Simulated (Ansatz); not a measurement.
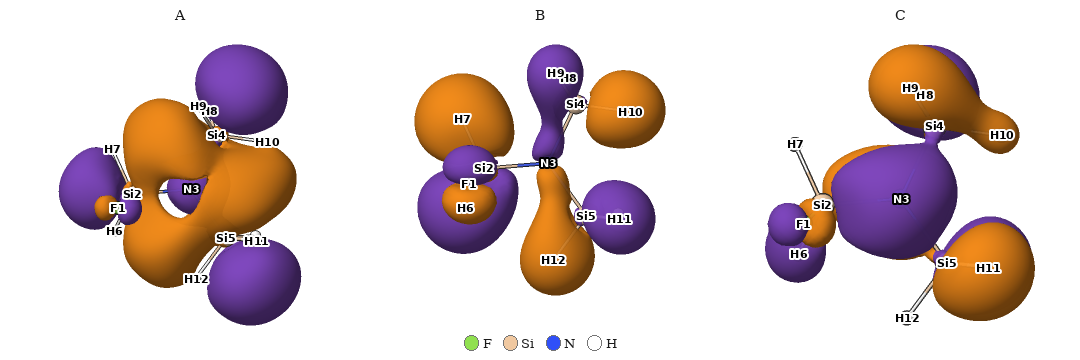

Figure. FH8NSi3. Three frontier orbitals at ±0.06 Å⁻³ᐟ² (orange and purple are the two phases), in no order.

Geometry: PBE0-D4/def2-TZVP.

Theory: RKS PBE0-D4/def2-TZVPP (Ansatz 0.2.0).

```xyz
13

F     1.1610    2.2287    1.0602
Si    1.1293    1.2896   -0.2334
N     0.0121    0.0053   -0.0397
Si    0.5845   -1.5927    0.3607
Si   -1.7053    0.2716   -0.1723
H     0.7486    2.1606   -1.3659
H     2.4826    0.7052   -0.3856
H     1.2094   -2.2563   -0.8127
H     1.5821   -1.5293    1.4585
H    -0.5938   -2.3887    0.7941
H    -2.3842    0.0504    1.1299
H    -1.9090    1.6769   -0.6075
H    -2.2968   -0.6561   -1.1716
```

> Order the three orbitals by energy and name them.

B is the HOMO−1 (−9.43 eV). It lies mainly on Si2 (about 25 %), H7 (about 15 %), H6 (about 15 %), Si5 (about 10 %), F1 (about 5 %) and Si4 (about 5 %). C is the HOMO (−8.13 eV). By Hirshfeld shares it lies mainly on N3 (about 45 %), Si5 (about 10 %), Si4 (about 10 %), H8 (about 5 %), H11 (about 5 %) and H13 (about 5 %). A is the LUMO (−0.33 eV). Its weight (Hirshfeld) is mainly on Si4 (about 25 %), Si5 (about 25 %), Si2 (about 15 %) and N3 (about 10 %).

> What is the HOMO–LUMO gap?

7.80 eV between the orbital energies.
